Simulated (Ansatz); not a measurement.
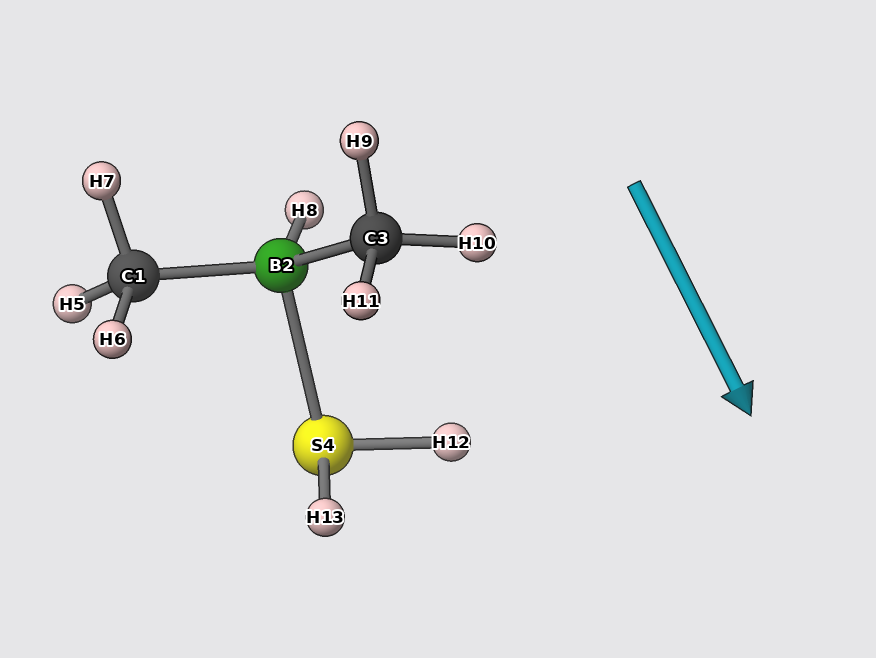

The arrow beside the molecule shows the direction of the dipole moment, from the negative to the positive end (its length means nothing). Computed geometry: PBE-D4/def2-SVP optimisation. No frequency run is at hand to confirm it as a minimum. Method: RKS PBE-D4/def2-SVP (Ansatz 0.2.0).

**Estimate the dipole moment.**

3.29 D; it points from the side of H7 to the side of H12, H13 (the outermost atoms at the two ends).
